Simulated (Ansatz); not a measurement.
# F2H4OSSi (built from SMILES O[SiH](F)F.S): a reaction path by the nudged elastic band

What path joins these two structures, and how high does it climb? Both ends were relaxed at PBE0-D4 in triple zeta.

The runs use Ansatz 0.2.0, Gaussian basis; PBE0-D4/def2-SVP.

22 further runs of the same task are left out: 22 set aside as unsound or not needed.

### 1 Starting geometry

The first end: 9 atoms, charge 0, spin multiplicity 1.

Atoms are counted from 1 here; the program's logs count them from 0.

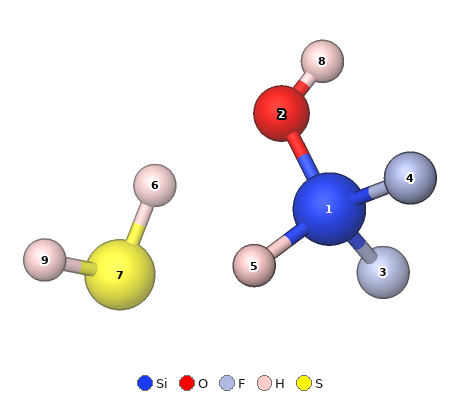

As it starts; silicon blue, oxygen red, fluorine light blue, hydrogen pink, sulfur yellow; atoms are numbered from 1 in the order of the file.

Coordinates:

```xyz
9
F2H4OSSi
Si   -0.6255    0.4767    1.0118
O     0.5150   -0.6751    0.9595
F    -1.9933   -0.0508    0.4181
F    -0.9341    0.8560    2.5202
H    -0.1642    1.6513    0.2765
H     0.8452   -0.9382   -1.4784
S     0.3913   -0.3273   -2.5846
H     0.4669   -1.4147    1.5678
H     1.4988    0.4221   -2.6908
```

The second end:

```xyz
9
charge 0, multiplicity 1
Si   -0.47242    0.82716   -0.02454
O     0.65779   -1.78287    0.48784
F    -1.66822   -0.22189   -0.01796
F     0.11139    0.83668    1.45522
H    -1.06882    2.15517   -0.25831
H    -0.18324   -2.24672    0.51808
S     0.97979    0.42441   -1.48957
H     0.88778   -1.60735    1.40419
H     0.75604    1.61542   -2.07496
```

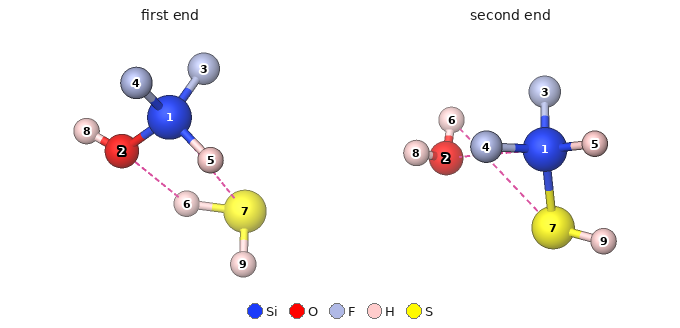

The two ends; dashed lines mark the contacts followed along the path.

### 2 The band at PBE0-D4/def2-SVP

The input, neb/in.yaml:

```yaml
crystal:
  periodic: [false, false, false]
  atoms:
    - {symbol: Si, position_ang: [-0.625485, 0.476688, 1.011796]}
    - {symbol: O, position_ang: [0.514953, -0.675055, 0.959460]}
    - {symbol: F, position_ang: [-1.993286, -0.050764, 0.418096]}
    - {symbol: F, position_ang: [-0.934137, 0.856014, 2.520208]}
    - {symbol: H, position_ang: [-0.164195, 1.651265, 0.276468]}
    - {symbol: H, position_ang: [0.845229, -0.938226, -1.478447]}
    - {symbol: S, position_ang: [0.391298, -0.327342, -2.584552]}
    - {symbol: H, position_ang: [0.466877, -1.414667, 1.567800]}
    - {symbol: H, position_ang: [1.498846, 0.422087, -2.690830]}
basis:
  gaussian: {orbitals: def2-SVP}
hamiltonian: {xc: pbe0, dispersion: d4}
neb:
  images: 5
  climbing: true
  max_iterations: 40
  initial_path: idpp
  final_atoms:
    - {symbol: Si, position_ang: [-0.472424, 0.827156, -0.024535]}
    - {symbol: O, position_ang: [0.657791, -1.782867, 0.487843]}
    - {symbol: F, position_ang: [-1.668221, -0.221894, -0.017963]}
    - {symbol: F, position_ang: [0.111394, 0.836679, 1.455221]}
    - {symbol: H, position_ang: [-1.068817, 2.155167, -0.258309]}
    - {symbol: H, position_ang: [-0.183235, -2.246718, 0.518081]}
    - {symbol: S, position_ang: [0.979792, 0.424406, -1.489565]}
    - {symbol: H, position_ang: [0.887781, -1.607353, 1.404188]}
    - {symbol: H, position_ang: [0.756039, 1.615422, -2.074962]}
```

Run with:

```sh
> ansatz run in.yaml --threads 4 --pin off --events-out ev --progress --plain --max-ram 9574MiB
```

Log:

```text
Functional definition: PBE0
  name "PBE0"
  cite "Adamo & Barone, J. Chem. Phys. 110, 6158 (1999) doi:10.1063/1.478522"
  cite "Perdew, Burke & Ernzerhof, Phys. Rev. Lett. 77, 3865 (1996) doi:10.1103/PhysRevLett.77.3865"
  parent pbe
  parameter a = 0.25
  parameter kappa = 0.804
  parameter beta = 0.06672455060314922
  exchange = (1 - a)*pbe_x(kappa = kappa, mu = beta*pi^2/3) + a*exact_x
  correlation = pbe_c(beta = beta)
975 factors; integrals over basis functions are off by at most 4.3e-4 eV
mean field evaluation 1: about -26232.0018 eV, gradient 5.6e1 eV
mean field evaluation 2: about -26227.3176 eV, gradient 7.7e1 eV
mean field evaluation 4: about -26237.0755 eV, gradient 2.3e0 eV
mean field evaluation 8: about -26237.0839 eV, gradient 1.7e-2 eV
mean field -26237.08394796 eV, -964.1950509533 hartree, gradient 3.2e-5 eV, S^2 0.000000; 0 other end points of the search recorded, 0 dependent functions left out
the calculation of the forces begins
reference -26237.08397219 eV, -964.1950518435 hartree; 30, 30 occupied and 68, 68 virtual orbitals, 975 factors
[... from here to the last solve, the lines of the solves are left out (136 solves) ...]
WARN: NEB end point (image 0): max|allowed force component| = 9.816e-1 eV/Å (the criterion of neb.relax_end_points is 1.000e-2). That is over neb.f_tol: it is no minimum, so the barrier can be far off. Relax it first
WARN: NEB end point (image 6): max|allowed force component| = 1.015e0 eV/Å (the criterion of neb.relax_end_points is 1.000e-2). That is over neb.f_tol: it is no minimum, so the barrier can be far off. Relax it first
NEB iter   1: max|band force component| = 5.123e0 eV/Å  barrier→ = 6.1342 eV  barrier← = 5.8078 eV  Δτ_max = 0.2000 Å  (188 SCF iters)
NEB iter   2: max|band force component| = 4.261e0 eV/Å  barrier→ = 4.5291 eV  barrier← = 4.2027 eV  Δτ_max = 0.2000 Å  (159 SCF iters)
NEB iter   3: max|band force component| = 6.088e0 eV/Å  barrier→ = 3.0637 eV  barrier← = 2.7373 eV  Δτ_max = 0.1014 Å  (152 SCF iters)
NEB iter   4: max|band force component| = 4.509e0 eV/Å  barrier→ = 2.2679 eV  barrier← = 1.9415 eV  Δτ_max = 0.1017 Å  (142 SCF iters)
NEB iter   5: max|band force component| = 3.815e0 eV/Å  barrier→ = 1.4938 eV  barrier← = 1.1674 eV  Δτ_max = 0.2000 Å  (140 SCF iters)
NEB iter   6: max|band force component| = 2.914e0 eV/Å  barrier→ = 1.0848 eV  barrier← = 0.7584 eV  Δτ_max = 0.1888 Å  (139 SCF iters)
NEB iter   7: max|band force component| = 6.678e-1 eV/Å  barrier→ = 0.9045 eV  barrier← = 0.5782 eV  Δτ_max = 0.1399 Å  (139 SCF iters)
NEB iter   8: max|band force component| = 7.268e-1 eV/Å  barrier→ = 0.9056 eV  barrier← = 0.5792 eV  CI = image 2  Δτ_max = 0.2000 Å  (140 SCF iters)
NEB iter   9: max|band force component| = 1.192e0 eV/Å  barrier→ = 1.1700 eV  barrier← = 0.8437 eV  CI = image 2  Δτ_max = 0.0968 Å  (143 SCF iters)
NEB iter  10: max|band force component| = 6.530e-1 eV/Å  barrier→ = 1.1727 eV  barrier← = 0.8463 eV  CI = image 2  Δτ_max = 0.0510 Å  (139 SCF iters)
NEB iter  11: max|band force component| = 3.652e-1 eV/Å  barrier→ = 1.1331 eV  barrier← = 0.8067 eV  CI = image 2  Δτ_max = 0.0995 Å  (140 SCF iters)
NEB iter  12: max|band force component| = 3.144e-1 eV/Å  barrier→ = 1.0943 eV  barrier← = 0.7680 eV  CI = image 2  Δτ_max = 0.0988 Å  (139 SCF iters)
NEB iter  13: max|band force component| = 2.432e-1 eV/Å  barrier→ = 1.0668 eV  barrier← = 0.7405 eV  CI = image 2  Δτ_max = 0.1013 Å  (140 SCF iters)
NEB iter  14: max|band force component| = 2.270e-1 eV/Å  barrier→ = 1.0535 eV  barrier← = 0.7271 eV  CI = image 2  Δτ_max = 0.0503 Å  (140 SCF iters)
NEB iter  15: max|band force component| = 1.491e-1 eV/Å  barrier→ = 1.0423 eV  barrier← = 0.7160 eV  CI = image 2  Δτ_max = 0.0502 Å  (141 SCF iters)
NEB iter  16: max|band force component| = 1.453e-1 eV/Å  barrier→ = 1.0367 eV  barrier← = 0.7103 eV  CI = image 2  Δτ_max = 0.0251 Å  (135 SCF iters)
NEB iter  17: max|band force component| = 1.064e-1 eV/Å  barrier→ = 1.0359 eV  barrier← = 0.7096 eV  CI = image 2  Δτ_max = 0.0250 Å  (140 SCF iters)
NEB iter  18: max|band force component| = 6.500e-2 eV/Å  barrier→ = 1.0355 eV  barrier← = 0.7092 eV  CI = image 2  Δτ_max = 0.0249 Å  (140 SCF iters)
980 factors; integrals over basis functions are off by at most 1.0e-3 eV
mean field -26236.75437396 eV, -964.1829393322 hartree, gradient 1.8e-6 eV, S^2 0.000000; 0 other end points of the search recorded, 0 dependent functions left out
the calculation of the forces begins
reference -26236.75439704 eV, -964.1829401803 hartree; 30, 30 occupied and 68, 68 virtual orbitals, 980 factors
NEB iter  19: max|band force component| = 3.728e-2 eV/Å  barrier→ = 1.0354 eV  barrier← = 0.7091 eV  CI = image 2  CI's point: of a kind that is not told: the force calls were inconclusive, a negative curvature could not be distinguished from the path's own, the only one lies far off the path, or fixed occupations may fill a level only in part  Δτ_max = 0.0000 Å  (1014 SCF iters)
Total energy: -26236.19267008 eV, -964.1622970952 hartree
Atom 0 at    -0.507885     0.541766     0.340555 Å, force     0.002261    -0.011993    -0.004765 eV/Å
Atom 1 at     0.582158    -0.864550     0.603513 Å, force     0.013370    -0.012911    -0.009149 eV/Å
Atom 2 at    -2.013230     0.088625    -0.035120 Å, force    -0.004059     0.003933    -0.003016 eV/Å
Atom 3 at    -0.713427     0.673689     1.963563 Å, force     0.003377    -0.004177     0.001929 eV/Å
Atom 4 at     0.001537     1.896866     0.066115 Å, force    -0.003046     0.004336    -0.002121 eV/Å
Atom 5 at     0.641625    -1.133415    -0.492091 Å, force     0.000735     0.001334    -0.002642 eV/Å
Atom 6 at     0.163580    -0.222262    -1.894172 Å, force    -0.005756     0.005580     0.011314 eV/Å
Atom 7 at     0.512795    -1.435892     1.385457 Å, force    -0.010223     0.014007     0.009624 eV/Å
Atom 8 at     1.332948     0.455172    -1.937823 Å, force     0.003342    -0.000109    -0.001174 eV/Å
Dipole moment:     0.606044    -0.332237     0.211134 e Å
```

It took 2.5 min on 4 threads of Arm Neoverse V1, shared host.

The last band:

| image | path (Å) | energy (kJ/mol) | Si1–S7 (Å) | O2–H6 (Å) | Si1–O2 (Å) | H6–S7 (Å) |
| --- | --- | --- | --- | --- | --- | --- |
| 0 | 0.00 | 0.0 | 3.82 | 2.47 | 1.62 | 1.34 |
| 1 | 1.00 | 5.6 | 3.18 | 1.95 | 1.66 | 1.36 |
| 2 | 2.01 | 99.9 | 2.46 | 1.13 | 1.80 | 1.74 |
| 3 | 3.01 | 83.3 | 2.24 | 0.97 | 2.01 | 2.40 |
| 4 | 4.01 | 61.3 | 2.16 | 0.96 | 2.31 | 2.63 |
| 5 | 5.01 | 31.8 | 2.12 | 0.96 | 2.55 | 3.02 |
| 6 | 6.01 | 31.5 | 2.10 | 0.96 | 2.89 | 3.54 |

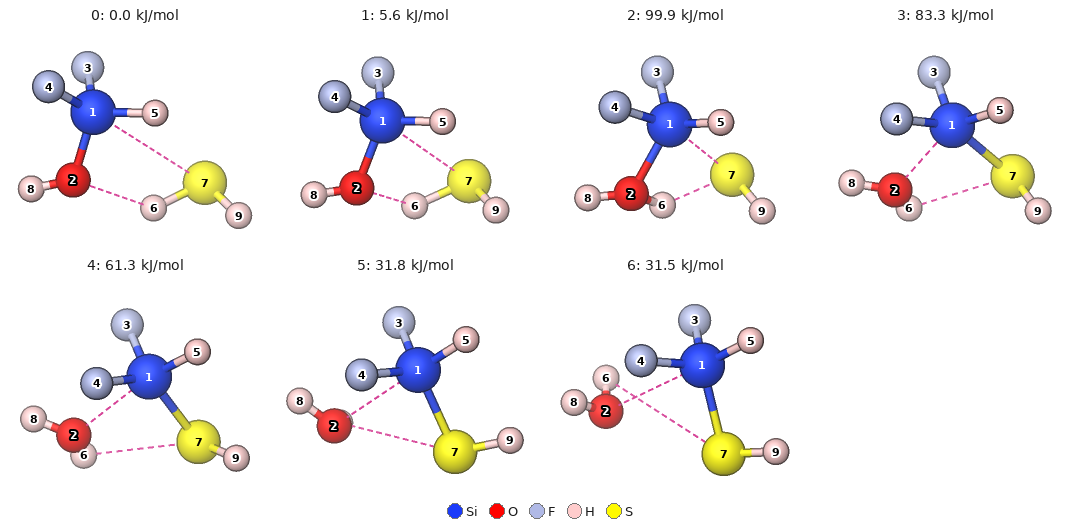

The images of the last band.

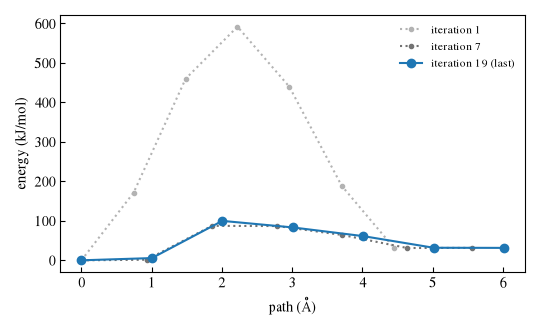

Energy along the path.

The highest image, 2:

```
Si   -0.50789    0.54177    0.34055
O     0.58216   -0.86455    0.60351
F    -2.01323    0.08862   -0.03512
F    -0.71343    0.67369    1.96356
H     0.00154    1.89687    0.06611
H     0.64163   -1.13342   -0.49209
S     0.16358   -0.22226   -1.89417
H     0.51280   -1.43589    1.38546
H     1.33295    0.45517   -1.93782
```

### 3 Summary of results

```
                                                                       quantity                                                 value
                                                PBE0-D4/def2-SVP, 19 iterations  highest 99.9 kJ/mol (image 2), last end +31.5 kJ/mol
from earlier runs: barrier over the separately found saddle, CCSD(T)/def2-TZVPP                                          149.4 kJ/mol
```

The highest image lies 99.9 kJ/mol above the first end, and it climbed, so it estimates the saddle. The ends are not quite minima at this level (largest force component 1.01 eV/Å), so the heights are unreliable: relaxing the first end would lower it and raise the barrier above it. The highest image is 49.5 kJ/mol below the CCSD(T) barrier in triple zeta, which comes from separate runs on the saddle.
